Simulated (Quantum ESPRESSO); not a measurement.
# Al2Cu: valence-band photoemission, part 8 of 14

Wanted: projected DOS of Al2Cu, weighted into photoemission and X-ray emission spectra, at several levels of theory.

Quantum ESPRESSO 7.5; DFT, PBEsol, plane waves, ultrasoft GBRV pseudopotentials, scalar-relativistic (the session's first sound run).

So far. Step 5 (The base run: bands): Of the bands kept, 5 cross the Fermi level on this path. Step 6 (With LDA: self-consistent run): The run ends at a pressure of -6.33 GPa, with forces up to 0.12 eV/Å.

### Step 9. With LDA: bands

Level of this step: DFT, LDA, plane waves, ultrasoft GBRV pseudopotentials, scalar-relativistic (Quantum ESPRESSO).

The bands are solved at chosen points on the fixed potential.

File bands.in:

```
&control
  calculation = 'bands'
  prefix = 'pes'
  outdir = './tmp'
  pseudo_dir = './pp'
  verbosity = 'high'
/
&system
  ibrav = 0
  nat = 6
  ntyp = 2
  ecutwfc = 40.0
  ecutrho = 200.0
  occupations = 'smearing'
  nbnd = 41
  smearing = 'fd'
  degauss = 0.00367
/
&electrons
  conv_thr = 3.6e-08
  mixing_beta = 0.5
  electron_maxstep = 120
  diago_full_acc = .true.
/
ATOMIC_SPECIES
Cu 63.5460 cu_lda_v1.2.uspp.F.UPF
Al 26.9815 al_lda_v1.uspp.F.UPF
CELL_PARAMETERS angstrom
 -3.033500000 3.033500000 2.438500000
 3.033500000 -3.033500000 2.438500000
 3.033500000 3.033500000 -2.438500000
ATOMIC_POSITIONS crystal
Cu 0.250000000 0.250000000 0.000000000
Cu 0.750000000 0.750000000 0.000000000
Al 0.341900000 0.158100000 0.500000000
Al 0.841900000 0.341900000 0.183800000
Al 0.658100000 0.841900000 0.500000000
Al 0.158100000 0.658100000 0.816200000
K_POINTS crystal
91
 0.00000000 0.00000000 0.00000000 1
 0.00000000 0.00000000 0.04545455 1
 0.00000000 0.00000000 0.09090909 1
 0.00000000 0.00000000 0.13636364 1
 0.00000000 0.00000000 0.18181818 1
 0.00000000 0.00000000 0.22727273 1
 ! [... 83 more points ...]
 0.00000000 0.04545455 0.00000000 1
 0.00000000 0.00000000 0.00000000 1
```

The run is started by

```sh
$ OMP_NUM_THREADS=1 mpirun -n 4 pw.x -nk 4 -in bands.in > bands.out
```

The log of the run:

```text
[banner, memory and clock lines left out]
Program PWSCF v.7.5 starts

          URL

     Atomic positions and unit cell read from directory:
     ./tmp/pes.save/

     Message from routine setup:
     using ibrav=0 with symmetry is DISCOURAGED, use correct ibrav instead

     G-vector sticks info

     bravais-lattice index     =            0
     lattice parameter (alat)  =       9.3251  a.u.
     unit-cell volume          =     605.7136 (a.u.)^3
     number of atoms/cell      =            6
     number of atomic types    =            2
     number of electrons       =        50.00
     number of Kohn-Sham states=           41
     kinetic-energy cutoff     =      40.0000  Ry
     charge density cutoff     =     200.0000  Ry
     Exchange-correlation= SLA  PZ   NOGX NOGC
                           (   1   1   0   0   0   0   0)

     celldm(1)=   9.325090  celldm(2)=   0.000000  celldm(3)=   0.000000
     celldm(4)=   0.000000  celldm(5)=   0.000000  celldm(6)=   0.000000

     crystal axes: (cart. coord. in units of alat)
               a(1) = (  -0.614738   0.614738   0.494161 )
               a(2) = (   0.614738  -0.614738   0.494161 )
               a(3) = (   0.614738   0.614738  -0.494161 )

     reciprocal axes: (cart. coord. in units 2 pi/alat)
               b(1) = (  0.000000  0.813355  1.011816 )
               b(2) = (  0.813355  0.000000  1.011816 )
               b(3) = (  0.813355  0.813355  0.000000 )

     PseudoPot. # 1 for Cu read from file:
     ./pp/cu_lda_v1.2.uspp.F.UPF
     Pseudo is Ultrasoft + core correction, Zval = 19.0
     Generated by new atomic code, or converted to UPF format
     Using radial grid of  867 points,  6 beta functions with:
                l(1) =   0
                l(2) =   0
                l(3) =   1
                l(4) =   1
                l(5) =   2
                l(6) =   2
     Q(r) pseudized with  8 coefficients,  rinner =    1.150   1.150   1.150
                                                       1.150   1.150

     PseudoPot. # 2 for Al read from file:
     ./pp/al_lda_v1.uspp.F.UPF
     Pseudo is Ultrasoft + core correction, Zval =  3.0
     Generated by new atomic code, or converted to UPF format
     Using radial grid of  893 points,  3 beta functions with:
                l(1) =   0
                l(2) =   1
                l(3) =   2
     Q(r) pseudized with  8 coefficients,  rinner =    0.900   0.900   0.900
                                                       0.900   0.900

     atomic species   valence    mass     pseudopotential
     Cu               19.00    63.54600     Cu( 1.00)
     Al                3.00    26.98150     Al( 1.00)

     16 Sym. Ops., with inversion, found ( 8 have fractional translation)

                                    s                        frac. trans.

      isym =  1     identity

 cryst.   s( 1) = (     1          0          0      )
                  (     0          1          0      )
                  (     0          0          1      )

 cart.    s( 1) = (  1.0000000  0.0000000  0.0000000 )
                  (  0.0000000  1.0000000 -0.0000000 )
                  (  0.0000000  0.0000000  1.0000000 )

      isym =  2     180 deg rotation - cart. axis [0,0,1]

 cryst.   s( 2) = (     0          1          0      )
                  (     1          0          0      )
                  (    -1         -1         -1      )

 cart.    s( 2) = ( -1.0000000 -0.0000000  0.0000000 )
                  ( -0.0000000 -1.0000000 -0.0000000 )
                  ( -0.0000000 -0.0000000  1.0000000 )

      isym =  3     180 deg rotation - cart. axis [0,1,0]

 cryst.   s( 3) = (     0          0          1      )    f =(  0.5000000 )
                  (    -1         -1         -1      )       (  0.5000000 )
                  (     1          0          0      )       (  0.0000000 )

 cart.    s( 3) = ( -1.0000000  0.0000000 -0.0000000 )    f =(  0.0000000 )
                  ( -0.0000000  1.0000000  0.0000000 )       (  0.0000000 )
                  ( -0.0000000  0.0000000 -1.0000000 )       (  0.4941611 )

      isym =  4     180 deg rotation - cart. axis [1,0,0]

 cryst.   s( 4) = (    -1         -1         -1      )    f =(  0.5000000 )
                  (     0          0          1      )       (  0.5000000 )
                  (     0          1          0      )       (  0.0000000 )

 cart.    s( 4) = (  1.0000000 -0.0000000 -0.0000000 )    f =(  0.0000000 )
                  (  0.0000000 -1.0000000  0.0000000 )       (  0.0000000 )
                  ( -0.0000000 -0.0000000 -1.0000000 )       (  0.4941611 )

      isym =  5     180 deg rotation - cart. axis [1,1,0]

 cryst.   s( 5) = (    -1          0          0      )    f =(  0.5000000 )
                  (     0         -1          0      )       (  0.5000000 )
                  (     1          1          1      )       (  0.0000000 )

 cart.    s( 5) = (  0.0000000  1.0000000 -0.0000000 )    f =(  0.0000000 )
                  (  1.0000000  0.0000000  0.0000000 )       (  0.0000000 )
                  (  0.0000000  0.0000000 -1.0000000 )       (  0.4941611 )

      isym =  6     180 deg rotation - cart. axis [1,-1,0]

 cryst.   s( 6) = (     0         -1          0      )    f =(  0.5000000 )
                  (    -1          0          0      )       (  0.5000000 )
                  (     0          0         -1      )       (  0.0000000 )

 cart.    s( 6) = ( -0.0000000 -1.0000000 -0.0000000 )    f =(  0.0000000 )
                  ( -1.0000000 -0.0000000  0.0000000 )       (  0.0000000 )
                  ( -0.0000000 -0.0000000 -1.0000000 )       (  0.4941611 )

      isym =  7      90 deg rotation - cart. axis [0,0,-1]

 cryst.   s( 7) = (     1          1          1      )
                  (     0          0         -1      )
                  (    -1          0          0      )

 cart.    s( 7) = ( -0.0000000  1.0000000  0.0000000 )
                  ( -1.0000000  0.0000000 -0.0000000 )
                  ( -0.0000000  0.0000000  1.0000000 )

      isym =  8      90 deg rotation - cart. axis [0,0,1]

 cryst.   s( 8) = (     0          0         -1      )
                  (     1          1          1      )
                  (     0         -1          0      )

 cart.    s( 8) = (  0.0000000 -1.0000000  0.0000000 )
                  (  1.0000000 -0.0000000 -0.0000000 )
                  (  0.0000000  0.0000000  1.0000000 )

      isym =  9     inversion

 cryst.   s( 9) = (    -1          0          0      )
[...]
cart.    s( 9) = ( -1.0000000 -0.0000000 -0.0000000 )
[...]
isym = 10     inv. 180 deg rotation - cart. axis [0,0,1]

 cryst.   s(10) = (     0         -1          0      )
[...]
Computing kpt #:     4  of    23 on this pool

     Computing kpt #:     5  of    23 on this pool

     Computing kpt #:     6  of    23 on this pool

     Computing kpt #:     7  of    23 on this pool

     Computing kpt #:     8  of    23 on this pool

     Computing kpt #:     9  of    23 on this pool

     Computing kpt #:    10  of    23 on this pool

     Computing kpt #:    11  of    23 on this pool

     Computing kpt #:    12  of    23 on this pool

     Computing kpt #:    13  of    23 on this pool

     Computing kpt #:    14  of    23 on this pool

     Computing kpt #:    15  of    23 on this pool

     Computing kpt #:    16  of    23 on this pool

     Computing kpt #:    17  of    23 on this pool

     Computing kpt #:    18  of    23 on this pool

     Computing kpt #:    19  of    23 on this pool

     Computing kpt #:    20  of    23 on this pool

     Computing kpt #:    21  of    23 on this pool

     Computing kpt #:    22  of    23 on this pool

     Computing kpt #:    23  of    23 on this pool

     ethr =  7.20E-11,  avg # of iterations = 46.2

     End of band structure calculation

          k = 0.0000 0.0000 0.0000 (  2597 PWs)   bands (ev):

  -103.0086-102.9992 -60.8504 -60.8504 -60.8441 -60.8413 -60.8413 -60.7459
    -0.9166   4.5138   4.7126   4.7126   4.7165   5.6321   5.7699   6.0729
     6.3702   6.6237   6.6237   6.9055   6.9055   7.8178   8.4631   8.6661
     8.6661   9.0457   9.3546   9.9351  11.2260  11.2260  11.4549  15.0022
    15.0022  15.6135  15.8993  21.4231  22.4027  22.5588  22.5588  22.6072
    22.9868

          k = 0.0370 0.0370 0.0000 (  2591 PWs)   bands (ev):

  -103.0086-102.9992 -60.8504 -60.8504 -60.8441 -60.8413 -60.8413 -60.7459
    -0.8997   4.4949   4.7067   4.7093   4.7180   5.6219   5.7728   6.0671
     6.3516   6.6235   6.6237   6.6920   6.9301   7.9930   8.4185   8.5859
     8.6864   9.0920   9.3877  10.0426  11.2773  11.2939  11.4904  14.6193
    14.6966  16.0178  16.2398  21.3510  21.8908  22.1989  22.8791  22.9095
    22.9108

          k = 0.0739 0.0739 0.0000 (  2589 PWs)   bands (ev):

  -103.0086-102.9992 -60.8504 -60.8504 -60.8441 -60.8413 -60.8413 -60.7459
    -0.8492   4.4153   4.6924   4.6979   4.7340   5.5939   5.7814   6.0465
     6.3043   6.3221   6.6230   6.6238   7.0014   8.2325   8.2970   8.3992
     8.7415   9.1292   9.6183  10.3113  11.4246  11.4853  11.5971  14.0596
    14.1944  16.6393  16.8476  21.1022  21.2525  21.7796  22.6366  22.6586
    22.9986

          k = 0.1109 0.1109 0.0000 (  2599 PWs)   bands (ev):

  -103.0086-102.9992 -60.8504 -60.8504 -60.8441 -60.8413 -60.8413 -60.7459
    -0.7650   4.2320   4.6770   4.6958   4.7601   5.5539   5.7957   6.0018
     6.0020   6.2499   6.6222   6.6238   7.1129   8.1253   8.1771   8.3706
     8.8176   9.0881  10.1035  10.6699  11.6528  11.7728  11.7759  13.5068
    13.7054  17.2867  17.5161  20.5895  20.6418  21.3118  22.1103  22.4887
    22.6764

          k = 0.1479 0.1479 0.0000 (  2602 PWs)   bands (ev):

  -103.0086-102.9992 -60.8504 -60.8504 -60.8441 -60.8413 -60.8413 -60.7459
[...]
22.4068

          k = 0.1849 0.1849 0.0000 (  2598 PWs)   bands (ev):

  -103.0086-102.9992 -60.8504 -60.8504 -60.8441 -60.8413 -60.8413 -60.7459
[...]
22.3752

          k = 0.2218 0.2218 0.0000 (  2590 PWs)   bands (ev):

  -103.0086-102.9992 -60.8504 -60.8504 -60.8441 -60.8413 -60.8413 -60.7459
[...]
22.3607

          k = 0.2588 0.2588 0.0000 (  2598 PWs)   bands (ev):

  -103.0086-102.9992 -60.8504 -60.8504 -60.8441 -60.8413 -60.8413 -60.7459
[...]
21.8291

          k = 0.2958 0.2958 0.0000 (  2596 PWs)   bands (ev):

  -103.0086-102.9992 -60.8504 -60.8504 -60.8441 -60.8413 -60.8413 -60.7459
[...]
21.9410

          k = 0.3327 0.3327 0.0000 (  2598 PWs)   bands (ev):

  -103.0086-102.9992 -60.8504 -60.8504 -60.8441 -60.8413 -60.8413 -60.7459
[...]
22.4034

          k = 0.3697 0.3697 0.0000 (  2590 PWs)   bands (ev):

  -103.0086-102.9992 -60.8504 -60.8504 -60.8441 -60.8413 -60.8413 -60.7459
[...]
22.9293

          k = 0.4067 0.4067 0.0000 (  2584 PWs)   bands (ev):

  -103.0086-102.9992 -60.8504 -60.8504 -60.8441 -60.8413 -60.8413 -60.7459
[...]
23.1507

          k = 0.4436 0.3697 0.0000 (  2580 PWs)   bands (ev):

  -103.0086-102.9992 -60.8504 -60.8504 -60.8441 -60.8413 -60.8413 -60.7459
[...]
23.0142

          k = 0.4806 0.3327 0.0000 (  2586 PWs)   bands (ev):

  -103.0086-102.9992 -60.8504 -60.8504 -60.8441 -60.8413 -60.8413 -60.7459
[...]
22.6613

          k = 0.5176 0.2958 0.0000 (  2586 PWs)   bands (ev):

  -103.0086-102.9992 -60.8504 -60.8504 -60.8441 -60.8413 -60.8413 -60.7459
[...]
22.2592

          k = 0.5546 0.2588 0.0000 (  2594 PWs)   bands (ev):

  -103.0086-102.9992 -60.8504 -60.8504 -60.8441 -60.8413 -60.8413 -60.7459
[...]
21.8635

          k = 0.5915 0.2218-0.0000 (  2572 PWs)   bands (ev):

[...]
k = 0.6655 0.1479-0.0000 (  2586 PWs)   bands (ev):

[...]
k = 0.7394 0.0739-0.0000 (  2580 PWs)   bands (ev):

[...]
k = 0.7394-0.0000 0.0000 (  2578 PWs)   bands (ev):

[...]
k = 0.6655 0.0000-0.0000 (  2580 PWs)   bands (ev):

[...]
k = 0.5176-0.0000-0.0000 (  2586 PWs)   bands (ev):

[...]
k = 0.3697 0.0000-0.0000 (  2589 PWs)   bands (ev):

[...]
k = 0.0739-0.0000 0.0000 (  2595 PWs)   bands (ev):

[...]
k =-0.0000-0.0000 0.2271 (  2601 PWs)   bands (ev):

[...]
k =-0.0000-0.0000 0.4543 (  2605 PWs)   bands (ev):

[...]
k =-0.0000-0.0000 0.6814 (  2589 PWs)   bands (ev):

[...]
k = 0.8134-0.0000 0.0976 (  2606 PWs)   bands (ev):

[...]
k = 0.8134-0.0000 0.0325 (  2590 PWs)   bands (ev):

[...]
23.1508

          k = 0.4067 0.4067 0.0460 (  2584 PWs)   bands (ev):

  -103.0085-102.9992 -60.8503 -60.8503 -60.8436 -60.8414 -60.8413 -60.7464
[...]
22.9328

          k = 0.4067 0.4067 0.0920 (  2576 PWs)   bands (ev):

  -103.0084-102.9994 -60.8502 -60.8502 -60.8421 -60.8415 -60.8415 -60.7479
[...]
22.4275

          k = 0.4067 0.4067 0.1380 (  2570 PWs)   bands (ev):

  -103.0081-102.9996 -60.8500 -60.8499 -60.8417 -60.8417 -60.8397 -60.7503
[...]
21.8770

          k = 0.4067 0.4067 0.1840 (  2582 PWs)   bands (ev):

  -103.0078-102.9999 -60.8497 -60.8496 -60.8421 -60.8420 -60.8363 -60.7537
[...]
21.3915

          k = 0.4067 0.4067 0.2300 (  2578 PWs)   bands (ev):

  -103.0074-103.0003 -60.8493 -60.8493 -60.8424 -60.8424 -60.8321 -60.7579
[...]
20.7415

          k = 0.4067 0.4067 0.2759 (  2586 PWs)   bands (ev):

  -103.0069-103.0008 -60.8488 -60.8488 -60.8429 -60.8429 -60.8272 -60.7629
[...]
5.8715   5.9899   6.0944   6.1543   6.3348   6.3872   9.1258   9.1928
    10.9290  10.9638  11.3152  11.5817  12.4088  12.4626  13.1362  13.8201
    17.3608  17.6174  17.8137  18.4376  18.9332  19.1493  19.6816  19.9422
    20.1000

          k = 0.4067 0.4067 0.3219 (  2570 PWs)   bands (ev):

  -103.0064-103.0013 -60.8483 -60.8483 -60.8434 -60.8434 -60.8216 -60.7685
     1.6172   1.7727   3.5690   3.7876   5.2029   5.2938   5.4706   5.7317
     5.8362   5.9489   6.0400   6.0406   6.2229   6.3242   9.3009   9.4346
    11.0507  11.0917  11.4196  12.0131  12.0478  12.5997  12.8168  13.6900
    17.5421  17.7171  17.7647  18.3920  18.8899  19.4567  19.5687  19.9170
    20.4017

          k = 0.4067 0.4067 0.3679 (  2592 PWs)   bands (ev):

  -103.0058-103.0019 -60.8477 -60.8477 -60.8440 -60.8439 -60.8154 -60.7746
     1.8130   1.9423   3.3142   3.4544   5.3049   5.3629   5.5131   5.7577
[... further rows ...]
```

The job ended after 45 s (4 MPI ranks of Intel Xeon Platinum 8488C (Sapphire Rapids), shared host).

The electronic bands at the labelled points (eV, zero at the Fermi level; # counts the bands kept):

| point | #13 | #14 | #15 | #16 | #17 | #18 | #19 | #20 |
| --- | --- | --- | --- | --- | --- | --- | --- | --- |
| Γ | -2.90 | -1.99 | -1.34 | -1.14 | -1.14 | -0.76 | -0.45 | 0.13 |
| X | -2.81 | -2.73 | -1.43 | -1.25 | -1.04 | -0.63 | 0.80 | 1.22 |
| M | -3.31 | -3.19 | -3.19 | -1.77 | 2.50 | 2.98 | 2.98 | 3.38 |
| Γ | -2.90 | -1.99 | -1.34 | -1.14 | -1.14 | -0.76 | -0.45 | 0.13 |
| Z | -3.27 | -3.22 | -3.22 | -1.01 | 1.47 | 1.78 | 1.78 | 2.03 |
| jump to Z0 | -3.27 | -3.22 | -3.22 | -1.01 | 1.47 | 1.78 | 1.78 | 2.03 |
| M | -3.31 | -3.19 | -3.19 | -1.77 | 2.50 | 2.98 | 2.98 | 3.38 |
| jump to X | -2.81 | -2.73 | -1.43 | -1.25 | -1.04 | -0.63 | 0.80 | 1.22 |
| P | -3.71 | -3.71 | 0.39 | 0.39 | 0.78 | 0.78 | 1.91 | 1.91 |
| N | -3.06 | -3.06 | -2.56 | -2.56 | 0.23 | 0.23 | 4.01 | 4.01 |
| Γ | -2.90 | -1.99 | -1.34 | -1.14 | -1.14 | -0.76 | -0.45 | 0.13 |

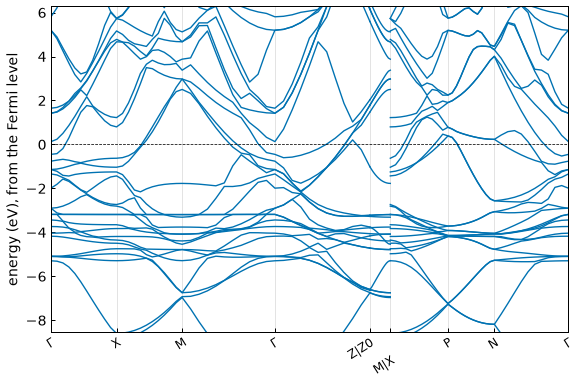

Electronic bands along the path.

Of the bands kept, 5 cross the Fermi level on this path.

(Continued in part 9 of 14.)

[Logs are printed without paths, hosts, clocks, repeated set-up lines and the standing remarks that a program may print on its own settings, such as how far it seeks lower states.]

[Hosts, paths, dates, database ids (printed as entryN), source tags and the programs' standing remarks are cut or masked in the printed files.]

[Maps of the electrostatic potential energy from Ansatz leave out the sawtooth potential of an applied field or a dipole correction, so their vacuum need not be flat; work functions include it.]

[Peak lists hold at most the 14 tallest peaks of each spectrum; further lines can be left out.]
